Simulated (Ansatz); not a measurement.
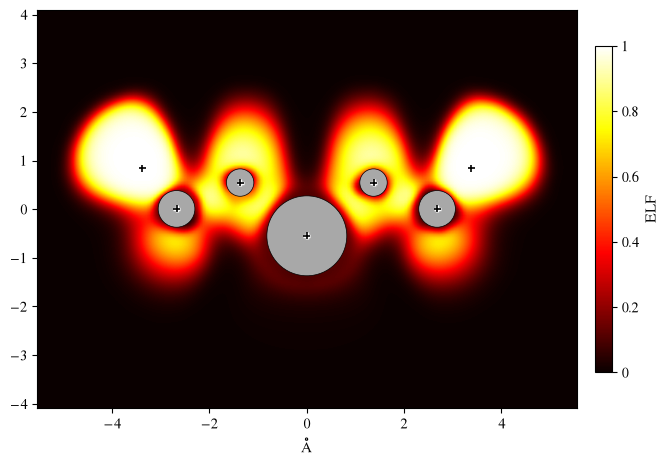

The ELF on a plane through atoms (crosses mark nuclei in the plane; grey discs cover the cores).

All numbers below come from RKS PBE0-D4/def2-TZVPP in Ansatz.

Candidates:
A. CH4ClFMoO2S (SMILES C[O][Mo]([OH])([F])(=[S])[Cl])
B. C3H10GeO4 (SMILES C[O][Ge]([OH])([O]C)[O]C)
C. C4H3F5 (SMILES FC1CC(F)(F)C1(F)F)

Question: Which candidate gave the map?

Answer: Candidate B: C3H10GeO4 on the plane of atoms O7, C8 and H17, which holds Ge, O, C and H. C–O (1.41 Å): the ELF peaks at about 0.85 between the atoms; a shared but strongly polarised pair. Ge–O (1.75 Å): the ELF peaks at about 0.85 in the valence shell of O, 0.6 Å from its nucleus, and is about 0.30 at the midpoint.
